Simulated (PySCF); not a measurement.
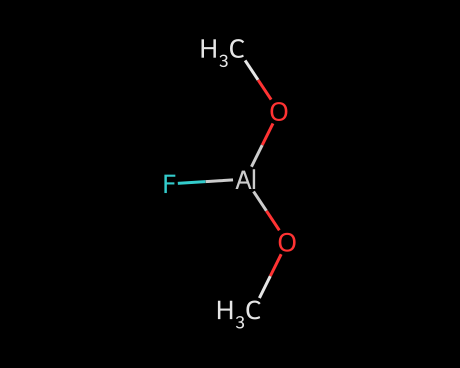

The picture comes from a calculation with PySCF.

Skeletal drawing of a molecule.

Question: Give its SMILES.

Answer: C[O][Al]([F])[O]C

Question: What is the molecular formula?

Answer: C2H6AlFO2.
